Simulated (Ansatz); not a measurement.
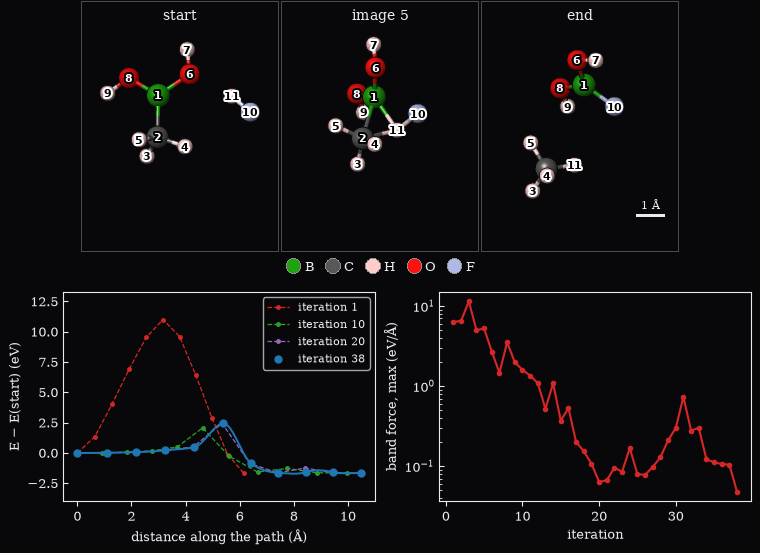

A nudged-elastic-band calculation for CH6BFO2. Images are numbered from 0 (start) to 10 (end). The plot follows the band through its iterations. The picture is a ball-and-stick view, seen at a tilt.

The calculation used RHF/6-31G* (Ansatz 0.2.0).

The input:
```yaml
crystal:
  periodic: [false, false, false]
  atoms:
    - { symbol: B, position_ang: [-0.234683, -0.05036, 0.186798] }
    - { symbol: C, position_ang: [-0.416931, 0.162019, 1.742582] }
    - { symbol: H, position_ang: [-1.459626, 0.322122, 2.008809] }
    - { symbol: H, position_ang: [-0.046565, -0.683174, 2.309818] }
    - { symbol: H, position_ang: [0.129879, 1.045107, 2.070596] }
    - { symbol: O, position_ang: [0.521807, -1.09689, -0.267748] }
    - { symbol: H, position_ang: [0.578619, -1.128905, -1.214654] }
    - { symbol: O, position_ang: [-0.771229, 0.755544, -0.766001] }
    - { symbol: H, position_ang: [-1.288189, 1.471456, -0.427249] }
    - { symbol: F, position_ang: [1.307323, -2.870461, 1.635287] }
    - { symbol: H, position_ang: [1.113194, -2.342458, 0.905461] }
basis:
  gaussian: { orbitals: "6-31G*" }
hamiltonian:
  xc: hf
neb:
  order_check: false
  images: 9
  f_tol: 0.05
  max_iterations: 60
  initial_path: linear
  final_atoms:
    - { symbol: B, position_ang: [0.00410831, -0.61372372, -0.95488817] }
    - { symbol: C, position_ang: [-0.13209871, -0.18402328, 2.79083849] }
    - { symbol: H, position_ang: [-1.01395839, 0.24691586, 3.25018609] }
    - { symbol: H, position_ang: [0.58029684, -0.45369372, 3.56168503] }
    - { symbol: H, position_ang: [0.31720391, 0.54202424, 2.12287239] }
    - { symbol: O, position_ang: [1.32665676, -0.40522279, -1.06925417] }
    - { symbol: H, position_ang: [1.8451391, -1.16850548, -0.85972958] }
    - { symbol: O, position_ang: [-0.86411664, 0.37861448, -1.21361207] }
    - { symbol: H, position_ang: [-1.7680304, 0.12499012, -1.09582032] }
    - { symbol: F, position_ang: [-0.44922207, -1.81263091, -0.5824664] }
    - { symbol: H, position_ang: [-0.41237971, -1.07074481, 2.2338877] }
```

Command:
```bash
ansatz run input.yaml --threads 1 --pin off --max-ram 2048MiB --backend cpu --events-out ev --progress --plain --runs-dir out
```

### Judge this run.

The run is converged, with reservations. The band converged in 38 iterations. The largest component of the band force went from 6.3 to 0.048 eV/Å. The climbing image converged on the top of the path. Its curvatures weren't checked. The straight starting path can push atoms close together and costs iterations. The first iteration put the highest image at 11.01 eV. The highest point, image 5, lies 2.44 eV above the start and 4.08 eV above the end; the end is at −1.64 eV relative to the start.

Cost: 8.7 min on 1 thread of Arm Neoverse V2 (shared host), peak memory 0.16 GiB.
